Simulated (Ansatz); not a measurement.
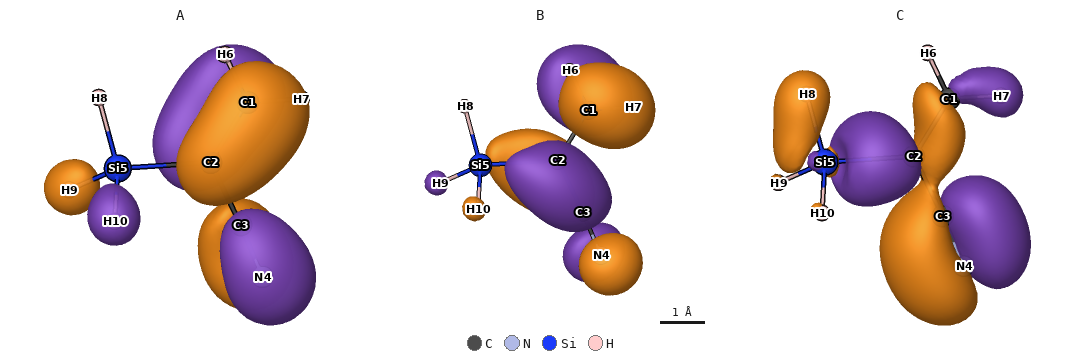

*C3H5NSi. Three frontier orbitals at ±0.1 Å⁻³ᐟ² (orange and purple are the two phases), in no order.*

Geometry: PBE0-D3(BJ)/def2-SVP.

Method: Ansatz 0.2.0, isolated molecule in a Gaussian basis; Kohn-Sham density functional theory, functional PBE0.

```
atom    x (Å)    y (Å)    z (Å)
   C  -0.0635  -0.5745  -0.7873
   C  -0.2345   0.7558  -0.6815
   C   0.4129   1.4902   0.3612
   N   0.9130   2.1354   1.1863
  Si  -1.3246   1.7292  -1.8847
   H  -0.5558  -1.1414  -1.5825
   H   0.5677  -1.1332  -0.0893
   H  -1.8795   0.7499  -2.8634
   H  -2.4259   2.4004  -1.1362
   H  -0.5056   2.7601  -2.5849
```

Question: Order the three orbitals by energy and name them.

Answer: C is the HOMO−1 (−9.28 eV). By Hirshfeld shares it lies mainly on N4 (about 40 %), C3 (about 25 %), C2 (about 15 %) and Si5 (about 10 %). A is the HOMO (−8.42 eV). Its weight (Hirshfeld) is mainly on C1 (about 30 %), N4 (about 25 %), C2 (about 20 %) and C3 (about 10 %). B is the LUMO (−1.97 eV). By Hirshfeld shares it lies mainly on C1 (about 35 %), C2 (about 20 %), N4 (about 15 %) and C3 (about 10 %).

Question: What is the HOMO–LUMO gap?

Answer: 6.45 eV between the orbital energies.
